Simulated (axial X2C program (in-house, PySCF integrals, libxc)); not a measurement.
# TeO⁻: bond curves with and without spin–orbit coupling, part 2 of 2

Computed with an in-house X2C program for linear molecules on PySCF integrals; all-electron X2C, Te dyall-acv3z, O dyall-av3z. The steps go on from the part before.

## (9) PBE0, 2c

State followed: Ω = 3/2 (excess of +ω over −ω: ω = 3/2). The scan is laid around 1.890 Å, a first estimate of the minimum, and this SCF restarts from the orbitals of the search.

The SCF at the reference distance of 1.890 Å:

```text
two-component X2C + atomic mean field  PBE0
basis functions 194  fitting functions 982  grid points 5077
iter        total energy     max residual
   1      -6861.398007867     5.62e+00
   2      -6862.844263184     5.41e+00
   3      -6863.847149997     5.11e+00
   4      -6865.254854856     2.54e+00
   5      -6865.664961170     7.76e-01
   6      -6865.802477652     5.98e-01
   7      -6865.852879302     1.52e-01
   8      -6865.865942912     1.21e-01
   9      -6865.870064314     5.68e-02
  10      -6865.870715423     1.37e-02
  11      -6865.870979504     5.33e-03
  12      -6865.871021063     3.18e-03
  13      -6865.871049070     1.90e-03
  14      -6865.871053573     1.02e-03
  15      -6865.871055567     7.50e-04
  16      -6865.871056099     3.24e-04
  17      -6865.871056391     1.82e-04
  18      -6865.871056493     7.17e-05
  19      -6865.871056531     5.98e-05
  20      -6865.871056541     3.50e-05
  21      -6865.871056545     2.08e-05
  22      -6865.871056546     1.20e-05
converged
one-electron -9663.48577383  Coulomb 2871.09917163  exact exchange -45.75782330  xc functional -140.15272172  nuclear repulsion 116.47498399  atomic mean-field constant -4.04889331
```

Along the bond, energies from the lowest point:

| R (Å) | E (eV) | μ (D) | HOMO (eV) | LUMO (eV) | iterations |
| --- | --- | --- | --- | --- | --- |
| 1.720 | 0.4760 | -2.04 | 0.55 | 2.66 | 24 |
| 1.777 | 0.1833 | -2.40 | 0.44 | 2.59 | 22 |
| 1.833 | 0.0369 | -2.72 | 0.32 | 2.51 | 22 |
| 1.890 | 0.0000 | -3.01 | 0.21 | 2.43 | 22 |
| 1.956 | 0.0578 | -3.31 | 0.07 | 2.33 | 22 |
| 2.022 | 0.1926 | -3.57 | -0.07 | 2.23 | 22 |
| 2.107 | 0.4387 | -3.84 | -0.25 | 2.11 | 24 |

Dipoles are positive if O is the positive end and refer to the centre of mass.

Outer spinors at the reference distance:

```json
{"ω": "1/2", "occupied": "yes", "ε (eV)": "-19.74", "atomic character": "73% O s, 7% Te s, 7% Te p", "λ mixture": "100% σ"}
{"ω": "-1/2", "occupied": "yes", "ε (eV)": "-18.98", "atomic character": "72% O s, 8% Te s, 8% Te p", "λ mixture": "100% σ"}
{"ω": "1/2", "occupied": "yes", "ε (eV)": "-10.37", "atomic character": "64% Te s, 20% O p, 8% O s", "λ mixture": "100% σ"}
{"ω": "-1/2", "occupied": "yes", "ε (eV)": "-9.78", "atomic character": "62% Te s, 20% O p, 9% O s", "λ mixture": "100% σ"}
{"ω": "1/2", "occupied": "yes", "ε (eV)": "-3.89", "atomic character": "58% O p, 30% Te p, 7% Te s", "λ mixture": "96% σ, 4% π"}
{"ω": "-1/2", "occupied": "yes", "ε (eV)": "-3.73", "atomic character": "60% O p, 32% Te p, 3% Te s", "λ mixture": "61% π, 39% σ"}
{"ω": "3/2", "occupied": "yes", "ε (eV)": "-3.45", "atomic character": "72% O p, 23% Te p, 2% Te d", "λ mixture": "100% π"}
{"ω": "-1/2", "occupied": "yes", "ε (eV)": "-3.43", "atomic character": "64% O p, 26% Te p, 5% Te s", "λ mixture": "61% σ, 39% π"}
{"ω": "1/2", "occupied": "yes", "ε (eV)": "-2.99", "atomic character": "64% O p, 30% Te p", "λ mixture": "97% π, 3% σ"}
{"ω": "-3/2", "occupied": "yes", "ε (eV)": "-2.12", "atomic character": "60% O p, 34% Te p, 2% Te d", "λ mixture": "100% π"}
{"ω": "-1/2", "occupied": "yes", "ε (eV)": "-0.46", "atomic character": "60% Te p, 26% O p, 8% Te d", "λ mixture": "99% π, 1% σ"}
{"ω": "3/2", "occupied": "yes", "ε (eV)": "-0.10", "atomic character": "66% Te p, 21% O p, 8% Te d", "λ mixture": "100% π"}
{"ω": "1/2", "occupied": "yes", "ε (eV)": "0.21", "atomic character": "57% Te p, 28% O p, 8% Te d", "λ mixture": "99% π, 1% σ"}
{"ω": "-3/2", "occupied": "no", "ε (eV)": "2.43", "atomic character": "56% Te p, 27% O p, 11% Te d", "λ mixture": "100% π"}
{"ω": "1/2", "occupied": "no", "ε (eV)": "3.37", "atomic character": "69% Te p, 23% Te s, 3% Te d", "λ mixture": "100% σ"}
{"ω": "-1/2", "occupied": "no", "ε (eV)": "3.48", "atomic character": "73% Te p, 20% Te s, 3% Te d", "λ mixture": "100% σ"}
{"ω": "-1/2", "occupied": "no", "ε (eV)": "3.86", "atomic character": "89% Te p, 7% Te s", "λ mixture": "90% π, 10% σ"}
```

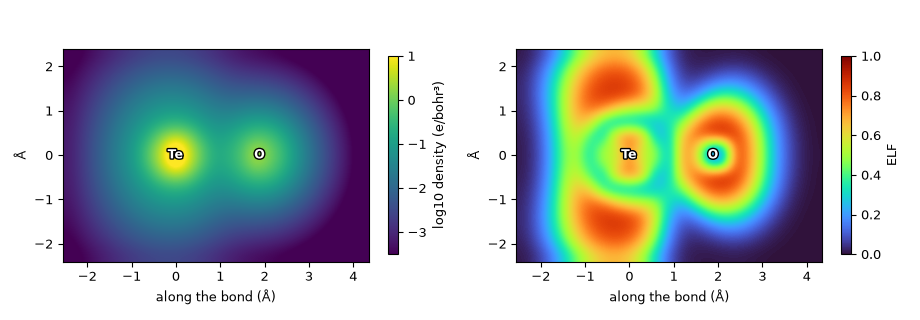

PBE0 fields in a plane through the axis, from a grid of 0.3 Å; Te lies at z = 0 and O at z = 1.890 Å; the ELF is damped to zero where the density is low.

Re = 1.885 Å, ωe = 702 cm⁻¹, ωexe = 3.43 cm⁻¹, Be = 0.3333 cm⁻¹, De = 3.54 eV, μ = -2.99 D.

## (10) HF, 2c

Output at 1.890 Å:

```text
two-component X2C + atomic mean field  HF
basis functions 194  fitting functions 982  grid points 5077
iter        total energy     max residual
   1      -6862.991804736     3.98e-01
   2      -6863.018061121     9.13e-03
   3      -6863.019420781     2.21e-02
   4      -6863.020022689     8.21e-03
   5      -6863.020475777     5.66e-03
   6      -6863.021680868     2.88e-02
   7      -6863.022632083     3.26e-02
   8      -6863.023740306     1.81e-02
   9      -6863.024744709     7.65e-03
  10      -6863.024901332     6.26e-03
  11      -6863.025018882     1.69e-03
  12      -6863.025059155     1.77e-03
  13      -6863.025074374     1.04e-03
  14      -6863.025079877     1.67e-04
  15      -6863.025080974     1.24e-04
  16      -6863.025081463     1.26e-04
  17      -6863.025081712     5.20e-05
  18      -6863.025081857     4.54e-05
  19      -6863.025081919     4.35e-05
  20      -6863.025081932     1.43e-05
  21      -6863.025081934     2.97e-06
converged
one-electron -9662.52594086  Coulomb 2870.21912755  exact exchange -183.14435930  xc functional 0.00000000  nuclear repulsion 116.47498399  atomic mean-field constant -4.04889331
```

No constants are quoted: the solution changes its character somewhere along the scan, so the fit is set aside.

## (11) r2SCAN, 2c

Output at 1.890 Å:

```text
two-component X2C + atomic mean field  r2SCAN
basis functions 194  fitting functions 982  grid points 5077
iter        total energy     max residual
   1      -6866.266064318     2.10e-01
   2      -6866.268699432     3.15e-03
   3      -6866.268768026     4.28e-03
   4      -6866.268776802     3.23e-03
   5      -6866.268779520     1.45e-03
   6      -6866.268782830     3.59e-04
   7      -6866.268782928     1.93e-04
   8      -6866.268782965     3.05e-05
   9      -6866.268782967     3.41e-05
  10      -6866.268782968     3.56e-06
converged
one-electron -9663.10411574  Coulomb 2870.72270547  exact exchange 0.00000000  xc functional -186.31346337  nuclear repulsion 116.47498399  atomic mean-field constant -4.04889331
```

Re = 1.897 Å, ωe = 681 cm⁻¹, ωexe = 3.38 cm⁻¹, Be = 0.3288 cm⁻¹, De = 3.75 eV, μ = -2.86 D.

## (12) MP2 and beyond, 2c

Correlated methods: 13 electrons correlated (frozen shells, counted by type: Te 4 s, 3 p, 2 d; O 1 s), 277 virtual spinors in MP2, 90 natural virtuals in coupled cluster.

Output of the correlated part at 1.890 Å:

```text
correlated 13  virtual 277  natural virtual 90  E(MP2) -0.366132348  MP2 remainder -0.022694562
iter   CCSD correlation   residual
   1     -0.348816473   1.63e-01
   2     -0.361623260   8.25e-02
   3     -0.368335527   5.35e-02
   4     -0.372186066   3.44e-02
   5     -0.373874450   1.52e-02
   6     -0.374173080   5.88e-03
   7     -0.374230835   1.70e-03
   8     -0.374267933   7.30e-04
   9     -0.374239279   3.34e-04
  10     -0.374247089   1.60e-04
  11     -0.374245392   6.80e-05
  12     -0.374245931   3.66e-05
  13     -0.374245246   2.14e-05
  14     -0.374244759   1.11e-05
  15     -0.374244660   5.03e-06
  16     -0.374244611   2.30e-06
  17     -0.374244634   1.17e-06
  18     -0.374244670   6.31e-07
  19     -0.374244682   3.06e-07
(T) -0.017013329  T1 0.0967  D1 0.3228  max T2 0.074
```

MP2: No constants are quoted: the reference changes its character somewhere along the scan, so the fit is set aside.

CCSD: No constants are quoted: the reference changes its character somewhere along the scan, so the fit is set aside.

CCSD(T): No constants are quoted: the reference changes its character somewhere along the scan, so the fit is set aside.

## (13) A higher determinant, 2c

State: Ω = 1/2 (excess of +ω over −ω: ω = 1/2).

Output at the reference distance:

```text
two-component X2C + atomic mean field  PBE0
basis functions 194  fitting functions 982  grid points 5077
iter        total energy     max residual
   1      -6861.387395575     5.64e+00
   2      -6862.838222120     5.42e+00
   3      -6863.841627392     5.11e+00
   4      -6865.262053598     2.50e+00
   5      -6865.663746805     6.68e-01
   6      -6865.792700937     6.02e-01
   7      -6865.842874835     1.37e-01
   8      -6865.855474752     1.37e-01
   9      -6865.860264675     5.97e-02
  10      -6865.861008451     9.41e-03
  11      -6865.861249837     4.98e-03
  12      -6865.861276655     2.66e-03
  13      -6865.861290419     1.92e-03
  14      -6865.861293273     8.58e-04
  15      -6865.861294545     5.58e-04
  16      -6865.861294843     2.41e-04
  17      -6865.861294969     1.56e-04
  18      -6865.861295009     5.92e-05
  19      -6865.861295022     4.27e-05
  20      -6865.861295026     2.12e-05
  21      -6865.861295026     1.12e-05
converged
one-electron -9663.25536071  Coulomb 2870.87002981  exact exchange -45.75609941  xc functional -140.14595539  nuclear repulsion 116.47498399  atomic mean-field constant -4.04889331
```

| R (Å) | E above the lowest PBE0 point (eV) |
| --- | --- |
| 1.720 | 0.744 |
| 1.777 | 0.452 |
| 1.833 | 0.305 |
| 1.890 | 0.266 |
| 1.956 | 0.318 |
| 2.022 | 0.444 |
| 2.107 | 0.675 |

Re = 1.887 Å, ωe = 690 cm⁻¹, ωexe = 3.82 cm⁻¹, Be = 0.3324 cm⁻¹, μ = -2.60 D. Te = 0.27 eV.

## (14) The 2c curves together

Energy (eV) of the followed determinant, 2c, from each level's lowest point:

| R (Å) | PBE0 | HF (jumps) | MP2 (its reference jumps) | CCSD (its reference jumps) | CCSD(T) (its reference jumps) | r2SCAN |
| --- | --- | --- | --- | --- | --- | --- |
| 1.720 | 0.476 | 0.476 | 0.254 | 0.427 | 0.429 | 0.533 |
| 1.777 | 0.183 | 0.231 | 0.000 | 0.126 | 0.115 | 0.221 |
| 1.833 | 0.037 | 0.102 | 0.197 | 0.006 | 0.000 | 0.056 |
| 1.890 | 0.000 | 0.027 | 0.444 | 0.000 | 0.000 | 0.000 |
| 1.956 | 0.058 | 0.000 | 0.636 | 0.081 | 0.084 | 0.037 |
| 2.022 | 0.193 | 0.031 | 0.801 | 0.227 | 0.230 | 0.152 |
| 2.107 | 0.439 | 0.133 | 1.021 | 0.467 | 0.473 | 0.375 |

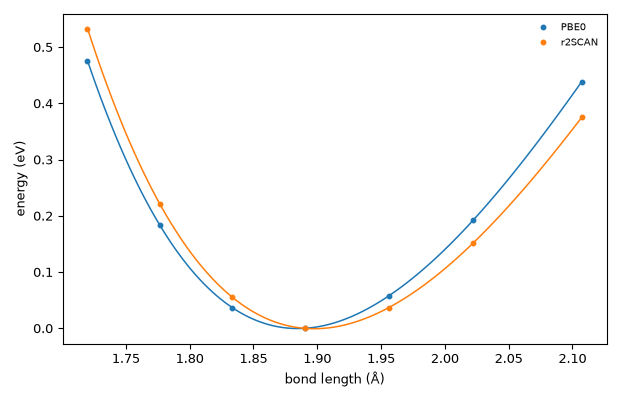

Curves of the followed state, 2c, each from its own lowest point. Left out: HF, MP2, CCSD, CCSD(T).

Time for the job: 4.5 min (1 thread of Arm Neoverse V1, shared host); peak memory 0.85 GiB.

## (15) Constants

This closing draws on all 2 parts.

Lowest determinant that the search found at its distance, spin-free: M_S = 1/2, Λ = 1 (beyond closed shells: π+α, π+β, π-α).

Lowest determinant that the search found at its distance, 2c: Ω = 3/2 (excess of +ω over −ω: ω = 3/2).

```json
{"Hamiltonian": "spin-free", "level": "PBE0", "Re (Å)": "1.883", "ωe (cm⁻¹)": "703", "De (eV)": "3.56"}
{"Hamiltonian": "spin-free", "level": "r2SCAN", "Re (Å)": "1.896", "ωe (cm⁻¹)": "684", "De (eV)": "3.68"}
{"Hamiltonian": "2c", "level": "PBE0", "Re (Å)": "1.885", "ωe (cm⁻¹)": "702", "De (eV)": "3.54"}
{"Hamiltonian": "2c", "level": "r2SCAN", "Re (Å)": "1.897", "ωe (cm⁻¹)": "681", "De (eV)": "3.75"}
```

No constants: spin-free HF (the solution changes its character somewhere along the scan, so the fit is set aside); spin-free MP2 (the reference changes its character somewhere along the scan, so the fit is set aside); spin-free CCSD (the reference changes its character somewhere along the scan, so the fit is set aside); spin-free CCSD(T) (the reference changes its character somewhere along the scan, so the fit is set aside); 2c HF (the solution changes its character somewhere along the scan, so the fit is set aside); 2c MP2 (the reference changes its character somewhere along the scan, so the fit is set aside); 2c CCSD (the reference changes its character somewhere along the scan, so the fit is set aside); 2c CCSD(T) (the reference changes its character somewhere along the scan, so the fit is set aside).

Time per point (s) on 1 thread of Arm Neoverse V1, shared host (2c runs); the times are rough: PBE0 1.9, r2SCAN 1.6.

At PBE0, going from spin-free to two-component changes Re by +1 mÅ, ωe by -0.1 %; the spin-free picture holds up (part of it comes from the scalar share of the two-electron terms). De moves by -0.02 eV; both De rest on single-determinant atoms, which can miss part of an open shell's spin–orbit lowering. The highest occupied level is positive at the mean-field levels quoted, but negative in the Hartree–Fock runs, so self-interaction plays a part.

De refers to Te- + O, each in the lowest determinant found, which need not be this curve's own limit. The state is a single determinant with fixed occupations, the lowest that a limited PBE0 search found. Dissociation energies refer to the lowest single-determinant-based atoms at the same level and basis. Density functionals use the spin component along the axis (collinear). The meta-GGAs lack a current-density term, which matters for open shells with orbital currents, atoms included.
